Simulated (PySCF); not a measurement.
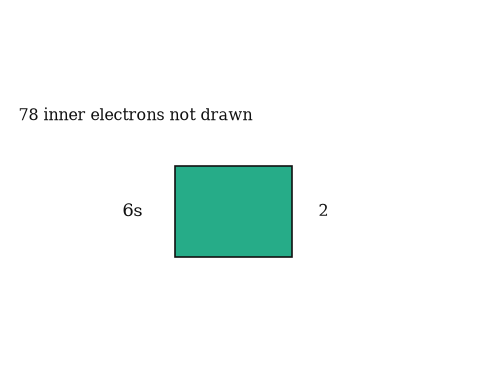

Figure 1. The outer shells of the nominal configuration: a box for each of the 2l + 1 orbitals, shaded by the share of the shell that is filled, with the electron count at the right.

## Run report: Pb²⁺, atomic calculation

System: Pb²⁺, configuration 1s2 2s2 2p6 3s2 3p6 3d10 4s2 4p6 4d10 4f14 5s2 5p6 5d10 6s2, multiplicity 1.
Method: unrestricted TPSSh, x2c-TZVPPall plus 1 even-tempered diffuse shell per l, spin-free X2C-1e, Gaussian nucleus (PySCF).

**The input**
```python
from pyscf import gto, scf, dft, mp, cc
import basis_set_exchange as bse
mol = gto.M(atom="Pb 0 0 0", charge=2, spin=0, symmetry="D2h",
            basis=gto.basis.parse(bse.get_basis("x2c-TZVPPall", elements=["Pb"], fmt="nwchem", augment_diffuse=1)),
            nucmod="G")
mf = dft.UKS(mol, xc="TPSSH").sfx2c1e()
mf.irrep_nelec = {'Ag': (12, 12), 'B1g': (3, 3), 'B2g': (3, 3), 'B3g': (3, 3), 'Au': (1, 1), 'B1u': (6, 6), 'B2u': (6, 6), 'B3u': (6, 6)}
mf.kernel()
```

The script is an equivalent of what the driver set up; the driver started from orbitals of its own, so the log can be shorter than this script's would be, and it computed the properties (radii, ⟨L²⟩, response) afterwards. It held the occupations shell by shell, which the script's counts by irreducible representation don't always enforce.

Hardware: 1 CPU thread, shared host.

**Log (extracts)**
```
damping factor = 0
level_shift factor = 0
DIIS = <class 'pyscf.scf.diis.CDIIS'>
diis_start_cycle = 1
diis_space = 10
diis_damp = 0
SCF conv_tol = 1e-09
SCF conv_tol_grad = None
number electrons alpha = 40  beta = 40
XC functionals = TPSSH
    V. N. Staroverov, G. E. Scuseria, J. Tao, and J. P. Perdew.,  J. Chem. Phys. 119, 12129 (2003)
cycle= 1 E= -20884.3424813322  delta_E= -0.0185  |g|= 0.107  |ddm|= 0.501
cycle= 2 E= -20884.3426244067  delta_E= -0.000143  |g|= 0.0769  |ddm|= 0.126
cycle= 3 E= -20884.3432306559  delta_E= -0.000606  |g|= 0.00923  |ddm|= 0.062
cycle= 4 E= -20884.3432443809  delta_E= -1.37e-05  |g|= 0.000156  |ddm|= 0.00959
cycle= 5 E= -20884.3432443872  delta_E= -6.28e-09  |g|= 1.65e-05  |ddm|= 0.000198
cycle= 6 E= -20884.3432443873  delta_E= -6.18e-11  |g|= 7.18e-08  |ddm|= 2.69e-05
converged SCF energy = -20884.3432443873  <S^2> = -2.8421709e-14  2S+1 = 1
```

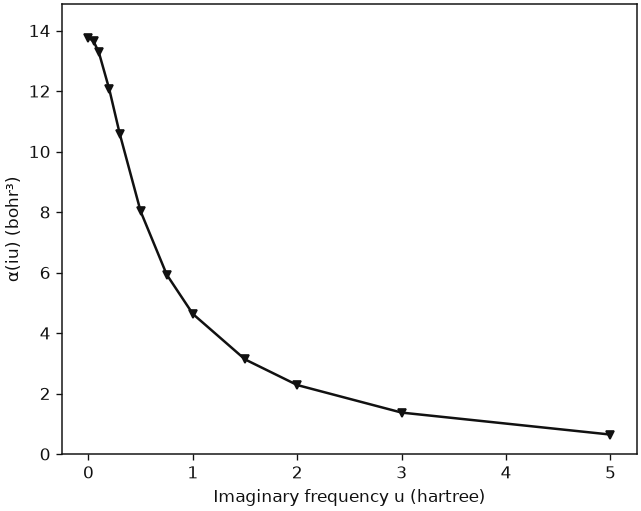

Figure 2. Dipole polarisability at imaginary frequency of Pb²⁺ ([Xe] 4f¹⁴ 5d¹⁰ 6s²). Coupled response at the TPSSh level; PySCF, x2c-TZVPPall plus 1 diffuse shell for each l, spin-free X2C-1e, unrestricted single determinants, no spin-orbit coupling. The static dipole polarisability is 13.8 bohr³; α(iu) falls to half of it near u = 0.62 hartree. The Casimir–Polder integral gives C₆ = 95.8 hartree bohr⁶ for two such species.

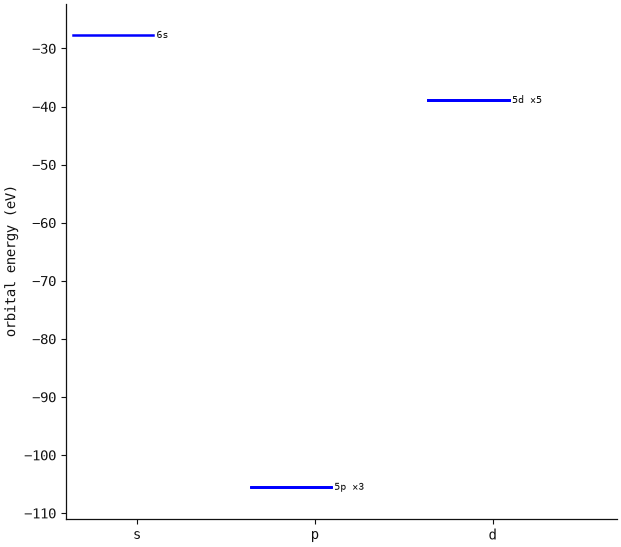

Figure 3. Orbital energies of the mean field, from the top down to −105.5 eV, by angular momentum; ×n counts the orbitals under one label. The highest filled orbital is 6s at −27.7 eV, the lowest empty one p at −16.7 eV.

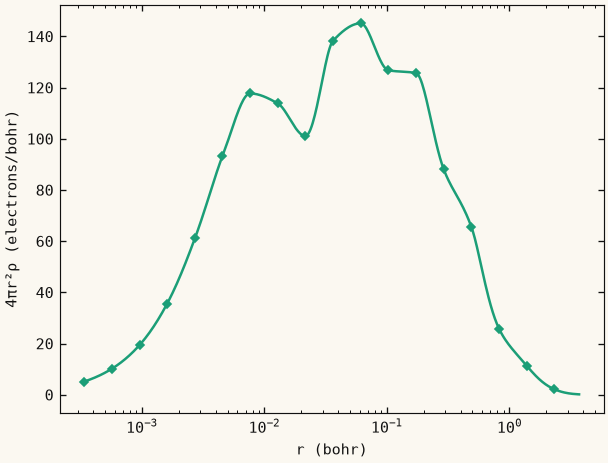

Figure 4. Spherically averaged radial density 4πr²ρ of the mean field; markers are the stored points, which are sparse, and the line is a monotone interpolation between them. The largest stored value is 145 electrons/bohr at r = 0.061 bohr. Root-mean-square radii of the shells: 4d 0.463, 4f 0.496, 5s 0.908, 5p 1.04, 5d 1.39, 6s 2.31 bohr.

**Summary**

```tsv
quantity	value
outcome	converged
total energy	−20884.3432 hartree
static polarisability	13.8 bohr³
C₆ of the like pair	95.8 hartree bohr⁶
SCF iterations	6
CPU time	80 s (integrals apart)
```

**Notes**

Radii and densities are those of the two-component orbitals, without the picture-change correction, so the innermost s shells come out slightly too small (about 1 % for 1s near Z = 40, more for heavier atoms).
